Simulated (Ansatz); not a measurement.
# Pressure series in ZrN

Consider ZrN in the rock salt structure (space group Fm-3m, No. 225; a = 4.5952 Å).

Cell and atoms are relaxed at each pressure.

All numbers come from PBE/PAW in Ansatz (a first-principles code), without spin-orbit coupling, earlier PAW set.

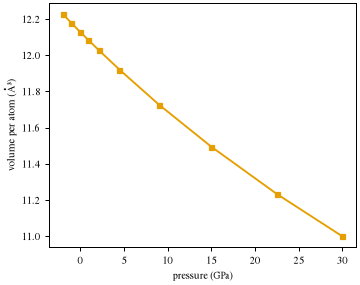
Figure: Volume per atom against pressure

Problem. From the plot, what is the volume per atom for pressure −1 GPa?

Solution. About 12.2 Å³.

Problem. Is the trend monotonic over the range shown?

Solution. Yes, it falls throughout, spanning 11.00 Å³ to 12.23 Å³.

Load acts through the strain it causes; cell and atoms are relaxed under it. No phonon test of stability was made. Competing high-pressure phases were not computed. All final runs are without spin polarisation. An odd electron count without spin: ZrN.
